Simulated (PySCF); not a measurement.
## Frequency calculation, with input and output: WNF$_{2}$

The run: frequency calculation of WNF$_{2}$, multiplicity 2. Method and program: UKS-based PBE0, W def2-TZVP with ECP60, N def2-TZVP, F def2-TZVP; non-relativistic Hamiltonian with a scalar-relativistic core potential; density fitting (PySCF 2.14.0).

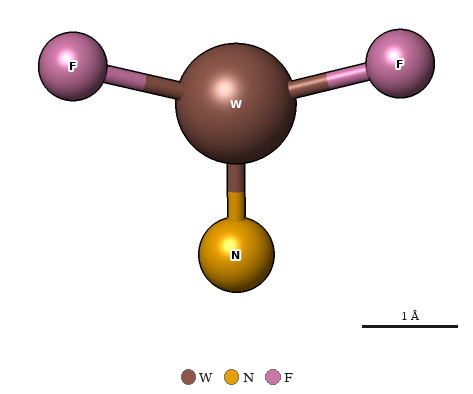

*The structure as given in the input (ball-and-stick view, seen at a tilt). Sticks mark near contacts.*

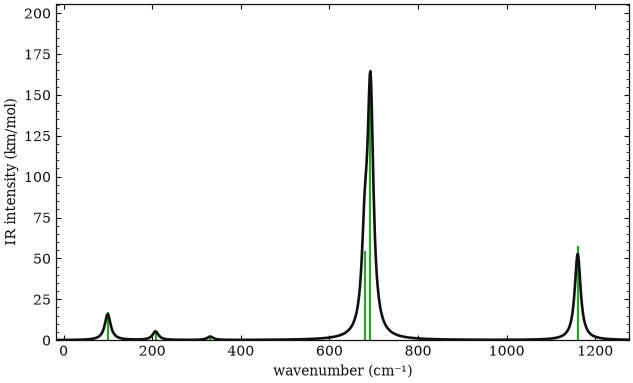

*Harmonic infrared spectrum, unscaled: sticks (degenerate modes added up, dark ones marked on the axis) with a Lorentzian envelope of 16 cm⁻¹ full width, scaled to the tallest stick.*

6 modes from 99 to 1160 cm⁻¹, none imaginary. The strongest line is at 692 cm⁻¹ (165 km/mol). All modes, in cm⁻¹ (km/mol): 99 (17.4), 207 (5.8), 331 (2.3), 680 (55), 692 (165), 1160 (58).

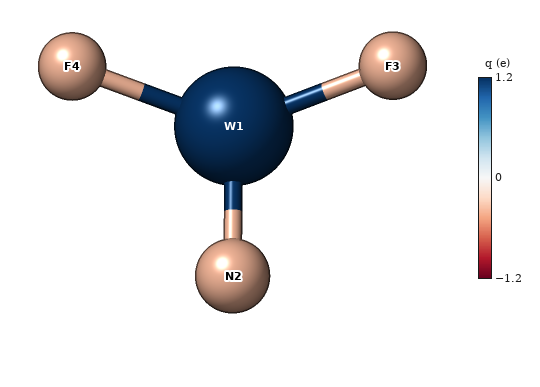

*Mulliken charges, as the colour of each atom (ball-and-stick view, seen at a tilt; atoms are numbered from 1 in the order of the input).*

By element: W +1.16, N −0.39 and F −0.39 e.

The input and output of the run follow.

Input file
```python
from pyscf import gto, scf, dft
mol = gto.M(atom='''
W     -0.072677     0.025020     0.000000
N     -0.392234    -1.599291     0.000002
F      0.471848     0.482113    -1.722988
F      0.471850     0.482117     1.722987''',
    basis={'W': 'def2-TZVP', 'N': 'def2-TZVP', 'F': 'def2-TZVP'},
    ecp={'W': 'def2-TZVP'},
    charge=0, spin=1)
mf = dft.UKS(mol, xc='PBE0')
mf.grids.atom_grid = (75, 302)
aux = {'W': 'def2-universal-JKFIT', 'N': 'def2-universal-JKFIT', 'F': 'def2-universal-JKFIT'}
mf = mf.density_fit(auxbasis=aux)
mf.conv_tol = 1e-09
mf.diis_space = 10
mf.max_cycle = 60
mf.verbose = 4
mf.kernel()
```

The script is an equivalent of the set-up of the self-consistent field. The run itself was carried out by a driver, which started from the orbitals of the step before it where there was one and computed the further properties.

Launched with:
```bash
OMP_NUM_THREADS=4 python axn.py task.json out
```

Output
```
init E= -321.449936797756
  alpha nocc = 20  HOMO = -0.285086833203703  LUMO = -0.105111164512124
  beta  nocc = 19  HOMO = -0.32864614366952  LUMO = -0.139730173460965
  HOMO = -0.285086833204  LUMO = -0.139730173461  gap/eV = 3.95536
cycle= 1 E= -321.449936797726  delta_E= 3.06e-11  |g|= 1.13e-05  |ddm|= 7.85e-06
  alpha nocc = 20  HOMO = -0.285085795051597  LUMO = -0.105110633242298
  beta  nocc = 19  HOMO = -0.328645881522686  LUMO = -0.139729071654425
  HOMO = -0.285085795052  LUMO = -0.139729071654  gap/eV = 3.95536
cycle= 2 E= -321.449936797622  delta_E= 1.03e-10  |g|= 2.17e-05  |ddm|= 1.51e-05
  alpha nocc = 20  HOMO = -0.285086656997947  LUMO = -0.105111199800199
  beta  nocc = 19  HOMO = -0.32864623725515  LUMO = -0.139729946649506
  HOMO = -0.285086656998  LUMO = -0.13972994665  gap/eV = 3.95536
cycle= 3 E= -321.449936797762  delta_E= -1.4e-10  |g|= 9.09e-07  |ddm|= 1.03e-05
  alpha nocc = 20  HOMO = -0.285086576612539  LUMO = -0.105111066648341
  beta  nocc = 19  HOMO = -0.328646242030054  LUMO = -0.139729845720368
  HOMO = -0.285086576613  LUMO = -0.13972984572  gap/eV = 3.95536
cycle= 4 E= -321.44993679776  delta_E= 2.73e-12  |g|= 5.81e-07  |ddm|= 7.63e-07
  alpha nocc = 20  HOMO = -0.285086601141625  LUMO = -0.105111119671466
  beta  nocc = 19  HOMO = -0.328646077239604  LUMO = -0.13972988563582
  HOMO = -0.285086601142  LUMO = -0.139729885636  gap/eV = 3.95536
Extra cycle  E= -321.449936797761  delta_E= -1.14e-12  |g|= 2e-06  |ddm|= 1.34e-06
converged SCF energy = -321.449936797761  <S^2> = 0.76079917  2S+1 = 2.0107702
```

Summary

| quantity | value |
| --- | --- |
| outcome | converged |
| total energy | −321.449937 hartree |
| ⟨S²⟩ | 0.761 |
| zero-point energy | 0.007222 hartree |
| dipole moment | 2.81 D |
| wavenumbers, lowest and highest | 99 and 1160 cm⁻¹ |
| hardware | 4 threads of Arm Neoverse V2, 112 GiB of memory available, shared host |
| wall time | 82 s (CPU time 4.4 min) |
| peak memory | 1.5 GiB |
